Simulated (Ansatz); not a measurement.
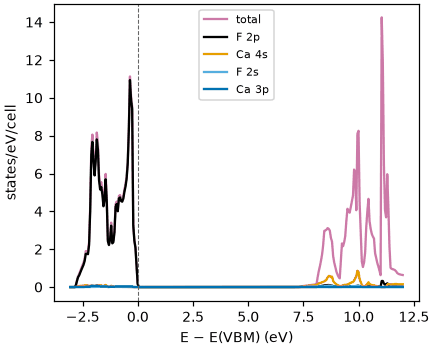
Figure. Total and projected density of states of CaF2 (fluorite, Fm-3m), plane-wave PAW PBEsol (Ansatz code)

Task: Which orbitals carry the states next to the gap?

Result: Top 1 eV of the valence band: F 2p 98 %. Bottom 1 eV of the conduction band: Ca 4s 41 %, F 2s 9 %, outside the projected shells 46 %. Projections are on Löwdin-orthogonalised atomic valence shells; empty p or d shells of many metals are not among them.

Task: Where is the tallest occupied peak in this window, and what makes it?

Result: Near -0.4 eV, about 11 states/eV per cell; the largest projected share is F 2p.

Symmetry was held in the PBEsol relaxation.

Potentials: the earlier of the program's two PAW sets. The files were generated under PBE; for other functionals the program regenerates the frozen cores, and for LDA and PBEsol the local potential too.
